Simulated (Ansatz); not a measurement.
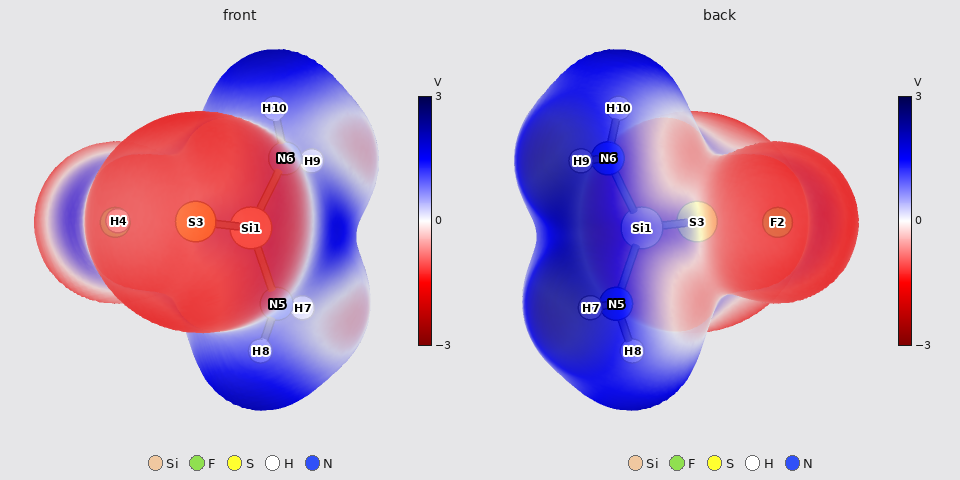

Figure. H₄N₂SSi···HF. The electrostatic potential painted on the density surface at 0.002 e/bohr³, seen from the front and from behind; the colour scale runs from red (negative) to blue (positive).

Computed with RKS BHLYP-D4/def2-SVP in Ansatz 0.2.0.

Input file:

```
crystal:
  periodic: [false, false, false]
  atoms:
    - { symbol: Si, position_ang: [-0.364118, 0.04033, 0.515756] }
    - { symbol: F, position_ang: [2.388521, -0.807044, -0.241321] }
    - { symbol: S, position_ang: [0.251294, -0.455961, 2.305212] }
    - { symbol: H, position_ang: [2.277016, -0.914133, 0.652653] }
    - { symbol: "N", position_ang: [-0.247612, 1.580447, -0.142969] }
    - { symbol: "N", position_ang: [-1.161134, -0.968361, -0.564245] }
    - { symbol: H, position_ang: [-0.502915, 1.834241, -1.08221] }
    - { symbol: H, position_ang: [0.19245, 2.326314, 0.368072] }
    - { symbol: H, position_ang: [-1.480171, -0.708259, -1.480889] }
    - { symbol: H, position_ang: [-1.353231, -1.927474, -0.330061] }
basis:
  gaussian: { orbitals: def2-SVP }
hamiltonian:
  xc: { name: BHLYP }
  dispersion: d4
relax:
  f_tol: 0.03
  max_steps: 50
output:
  orbitals: {}
```

Command:

```sh
ansatz run input.yaml --threads 2 --pin off --max-ram 3072MiB --backend cpu --events-out ev --progress --plain --runs-dir out
```

The fields are those of the relaxed geometry.

Where is the surface potential most negative and most positive?

Answer. The most negative region (about −1.4 V) lies over F2, the most positive (about +2.4 V) over H7 and H9.
